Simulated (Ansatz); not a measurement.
Run report: Si₂NH₉O, geometry relaxation (part 2 of 2)

Continued. System: Si₂NH₉O. Method: RHF/6-31G* (Ansatz 0.2.0). It belongs to a series of runs on one base structure; here: end point B relaxed.

Trajectory as extended XYZ, continued:
```
13
Properties=species:S:1:pos:R:3:forces:R:3 step=3 energy=-19386.63461
Si    0.0653   -0.4900   -0.5181    0.0313  -0.1124   0.0192
N     0.4121    0.4907    2.7559   -0.1713   0.0873   0.2305
H    -0.4687    0.4180    3.2410    0.2233   0.0165  -0.1375
H     1.0428    0.9879    3.3619   -0.0759  -0.1022  -0.1178
H     1.2402    0.3895   -0.4698   -0.0059  -0.0100   0.0094
H    -1.1494    0.2178   -0.0949   -0.0121  -0.0001   0.0098
H    -0.1266   -0.9438   -1.9139   -0.0007   0.0391  -0.0244
O     0.3154   -1.8298    0.4103   -0.0341   0.1496  -0.0542
Si    0.2540   -3.4608    0.4146    0.0313  -0.0439   0.0989
H     1.2412   -4.0254   -0.5242   -0.0044  -0.0070  -0.0140
H     0.5617   -3.9348    1.7769   -0.0054   0.0024  -0.0302
H    -1.0889   -3.9395    0.0351   -0.0040  -0.0003  -0.0152
H     0.7637   -0.4404    2.6420    0.0281  -0.0191   0.0255
13
Properties=species:S:1:pos:R:3:forces:R:3 step=4 energy=-19386.63677
Si    0.0646   -0.4850   -0.5200    0.0296  -0.0801   0.0562
N     0.4099    0.4672    2.7469   -0.0787   0.0833   0.1314
H    -0.4664    0.4129    3.2359    0.0891   0.0150  -0.0632
H     1.0445    0.9820    3.3315   -0.0449  -0.0680  -0.0732
H     1.2389    0.3949   -0.4711   -0.0015  -0.0029   0.0009
H    -1.1507    0.2227   -0.0981   -0.0137   0.0011  -0.0007
H    -0.1258   -0.9374   -1.9167    0.0006   0.0252  -0.0175
O     0.3148   -1.8211    0.4126   -0.0318   0.0790  -0.0638
Si    0.2557   -3.4527    0.4226    0.0196  -0.0136   0.0572
H     1.2418   -4.0190   -0.5166    0.0019  -0.0066  -0.0058
H     0.5633   -3.9245    1.7851   -0.0034   0.0057  -0.0206
H    -1.0863   -3.9330    0.0413   -0.0051  -0.0027  -0.0045
H     0.7585   -0.4677    2.6634    0.0383  -0.0354   0.0035
13
Properties=species:S:1:pos:R:3:forces:R:3 step=5 energy=-19386.63805
Si    0.0609   -0.4746   -0.4935    0.0412   0.0276  -0.0552
N     0.4097    0.4523    2.7130   -0.1098   0.0784   0.0609
H    -0.4600    0.4035    3.2122    0.0539  -0.0034  -0.0425
H     1.0403    0.9991    3.2681    0.0210   0.0094  -0.0104
H     1.2394    0.3952   -0.4048    0.0055   0.0116   0.0180
H    -1.1629    0.2302   -0.0936   -0.0177   0.0000   0.0219
H    -0.0925   -0.8889   -1.9051   -0.0200  -0.0034  -0.0486
O     0.2815   -1.8317    0.4073   -0.0211   0.0477   0.0335
Si    0.2480   -3.4609    0.4258    0.0233  -0.0820   0.0186
H     1.2375   -4.0164   -0.5170    0.0010  -0.0028  -0.0020
H     0.5716   -3.9236    1.7868    0.0007   0.0043   0.0022
H    -1.0869   -3.9678    0.0551   -0.0120   0.0064  -0.0032
H     0.7760   -0.4770    2.6625    0.0341  -0.0939   0.0068
13
Properties=species:S:1:pos:R:3:forces:R:3 step=6 energy=-19386.63932
Si    0.0619   -0.4716   -0.5004    0.0029   0.0512  -0.0195
N     0.4040    0.4342    2.7138   -0.0015   0.0433   0.0308
H    -0.4549    0.4023    3.2297   -0.0093   0.0006  -0.0029
H     1.0428    1.0080    3.2323   -0.0051  -0.0151  -0.0198
H     1.2391    0.3991   -0.4003    0.0070   0.0068   0.0046
H    -1.1647    0.2314   -0.1036   -0.0091   0.0034   0.0117
H    -0.0880   -0.8775   -1.9160   -0.0016  -0.0103  -0.0258
O     0.2755   -1.8293    0.3997   -0.0065  -0.0232   0.0092
Si    0.2475   -3.4592    0.4275    0.0106  -0.0343   0.0020
H     1.2380   -4.0173   -0.5131   -0.0022  -0.0013   0.0004
H     0.5736   -3.9137    1.7903    0.0033   0.0025   0.0108
H    -1.0869   -3.9712    0.0609   -0.0034   0.0043  -0.0017
H     0.7749   -0.4958    2.6960    0.0149  -0.0278   0.0003
13
Properties=species:S:1:pos:R:3:forces:R:3 step=7 energy=-19386.63972
Si    0.0616   -0.4703   -0.5039   -0.0048   0.0470  -0.0109
N     0.3992    0.4291    2.7171    0.0422   0.0247   0.0431
H    -0.4507    0.4087    3.2486    0.0005   0.0042  -0.0021
H     1.0460    1.0200    3.2075   -0.0406  -0.0448  -0.0343
H     1.2392    0.3988   -0.3890    0.0028   0.0007   0.0015
H    -1.1668    0.2318   -0.1092   -0.0015   0.0001   0.0017
H    -0.0784   -0.8646   -1.9249   -0.0003  -0.0076  -0.0032
O     0.2660   -1.8340    0.3889    0.0011  -0.0384  -0.0033
Si    0.2461   -3.4639    0.4251    0.0006  -0.0062  -0.0068
H     1.2361   -4.0227   -0.5158   -0.0015  -0.0003   0.0035
H     0.5780   -3.9095    1.7895    0.0033  -0.0008   0.0099
H    -1.0873   -3.9834    0.0643    0.0018   0.0029   0.0024
H     0.7740   -0.5006    2.7186   -0.0037   0.0185  -0.0015
13
Properties=species:S:1:pos:R:3:forces:R:3 step=8 energy=-19386.64003
Si    0.0600   -0.4647   -0.5161   -0.0067   0.0406  -0.0142
N     0.3996    0.4229    2.7218    0.0496   0.0364   0.0384
H    -0.4479    0.3843    3.2552   -0.0184   0.0139   0.0086
H     1.0405    1.0154    3.2180   -0.0444  -0.0413  -0.0348
H     1.2383    0.4025   -0.3931    0.0046   0.0003   0.0025
H    -1.1672    0.2367   -0.1163   -0.0009  -0.0031   0.0025
H    -0.0793   -0.8480   -1.9396   -0.0014  -0.0057  -0.0097
O     0.2626   -1.8345    0.3664    0.0021  -0.0298   0.0123
Si    0.2449   -3.4628    0.4301   -0.0027   0.0036  -0.0228
H     1.2377   -4.0350   -0.4992    0.0008  -0.0039   0.0005
H     0.5747   -3.8858    1.8016    0.0063  -0.0039   0.0229
H    -1.0870   -3.9900    0.0756   -0.0009   0.0014   0.0014
H     0.7857   -0.5016    2.7125    0.0119  -0.0085  -0.0075
13
Properties=species:S:1:pos:R:3:forces:R:3 step=9 energy=-19386.64045
Si    0.0603   -0.4624   -0.5260    0.0040  -0.0077   0.0053
N     0.3970    0.4224    2.7310   -0.0057   0.0023  -0.0026
H    -0.4476    0.4026    3.2703   -0.0035   0.0080   0.0048
H     1.0515    1.0056    3.2173    0.0003  -0.0001   0.0028
H     1.2352    0.4083   -0.3938   -0.0007   0.0019  -0.0027
H    -1.1702    0.2288   -0.1187   -0.0017   0.0016   0.0002
H    -0.0778   -0.8357   -1.9525    0.0004   0.0017  -0.0023
O     0.2705   -1.8382    0.3466   -0.0035   0.0038  -0.0033
Si    0.2476   -3.4651    0.4284    0.0006  -0.0031  -0.0048
H     1.2353   -4.0516   -0.4975   -0.0008  -0.0012   0.0009
H     0.5813   -3.8745    1.8043    0.0012   0.0011   0.0034
H    -1.0874   -3.9923    0.0850    0.0023   0.0034   0.0017
H     0.7670   -0.5086    2.7225    0.0072  -0.0116  -0.0033
13
Properties=species:S:1:pos:R:3:forces:R:3 step=10 energy=-19386.64061
Si    0.0613   -0.4608   -0.5382    0.0002  -0.0170  -0.0033
N     0.3896    0.4198    2.7426   -0.0092  -0.0096   0.0111
H    -0.4458    0.4243    3.2978    0.0274  -0.0036  -0.0144
H     1.0687    0.9857    3.2160   -0.0070  -0.0127  -0.0042
H     1.2315    0.4161   -0.4049    0.0024  -0.0033   0.0109
H    -1.1713    0.2234   -0.1249    0.0013  -0.0051   0.0023
H    -0.0768   -0.8239   -1.9676   -0.0017  -0.0068   0.0081
O     0.2800   -1.8401    0.3272    0.0003   0.0262  -0.0181
Si    0.2526   -3.4657    0.4286   -0.0046   0.0015   0.0111
H     1.2340   -4.0680   -0.4940   -0.0040   0.0042   0.0044
H     0.5904   -3.8589    1.8093   -0.0005   0.0029  -0.0144
H    -1.0865   -3.9911    0.0982    0.0065   0.0001   0.0007
H     0.7349   -0.5213    2.7267   -0.0112   0.0233   0.0058
```

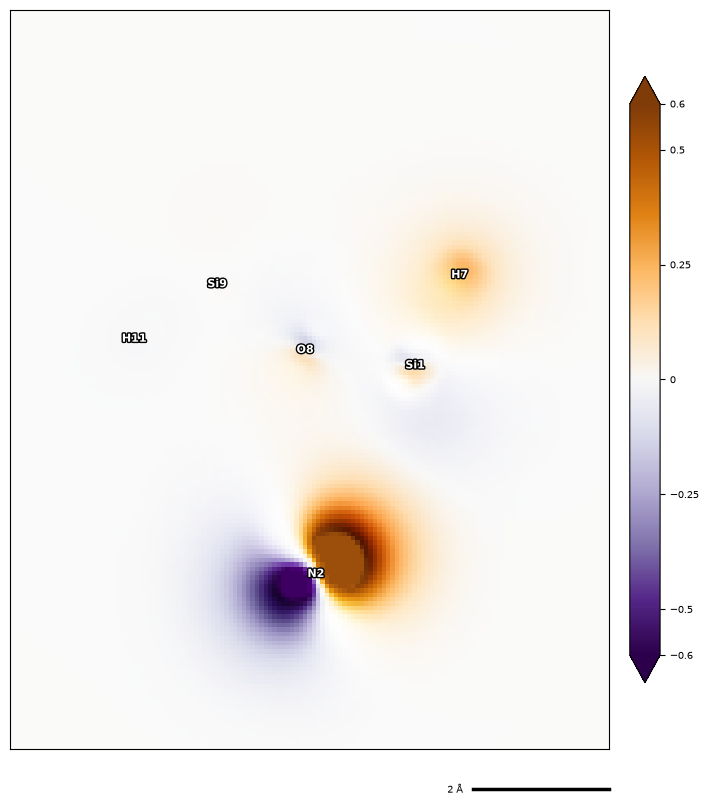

**Figure 1.** The HOMO on the plane of atoms H7, Si1 and O8 (values in Å⁻³ᐟ²; the overall sign is arbitrary). Its energy is −11.43 eV.

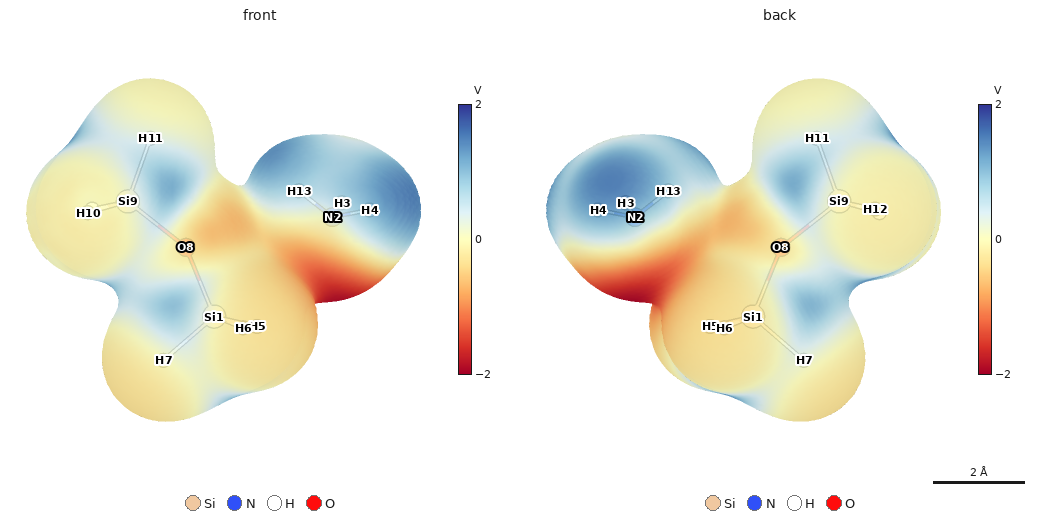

**Figure 2.** The molecular electrostatic potential painted on the density surface at 0.002 e/bohr³, seen at a tilt and from behind; red is negative and blue positive.

This output came from the following input.

Input:
```yaml
crystal:
  periodic: [false, false, false]
  atoms:
    - { symbol: Si, position_ang: [0.079496, -0.401792, -0.390399] }
    - { symbol: "N", position_ang: [0.386907, 0.336097, 2.525994] }
    - { symbol: H, position_ang: [-0.49902, 0.299998, 2.994502] }
    - { symbol: H, position_ang: [1.03092, 0.801966, 3.137075] }
    - { symbol: H, position_ang: [1.261686, 0.46457, -0.39202] }
    - { symbol: H, position_ang: [-1.141469, 0.3009, 0.020022] }
    - { symbol: H, position_ang: [-0.135652, -0.86998, -1.782335] }
    - { symbol: O, position_ang: [0.338674, -1.763111, 0.534006] }
    - { symbol: Si, position_ang: [0.273522, -3.394284, 0.511649] }
    - { symbol: H, position_ang: [1.255586, -3.957573, -0.433927] }
    - { symbol: H, position_ang: [0.580205, -3.888252, 1.865705] }
    - { symbol: H, position_ang: [-1.0736, -3.859655, 0.126891] }
    - { symbol: H, position_ang: [0.705546, -0.629484, 2.399637] }
basis:
  gaussian: { orbitals: "6-31G*" }
hamiltonian:
  xc: hf
relax:
  f_tol: 0.03
  max_steps: 50
output:
  orbitals: {}
```

Command:
```bash
ansatz run input.yaml --threads 1 --pin off --max-ram 2048MiB --backend cpu --events-out ev --progress --plain --runs-dir out
```

Key numbers:

```tsv
quantity	value
outcome	converged
total energy	−19386.6406 eV
mean-field energy	−19386.6406 eV
largest force (length of the vector) at the end	0.032 eV/Å
hardware	1 thread of Arm Neoverse V1, 24 GiB of memory available, shared host
wall time	23 s
peak memory	0.16 GiB
```
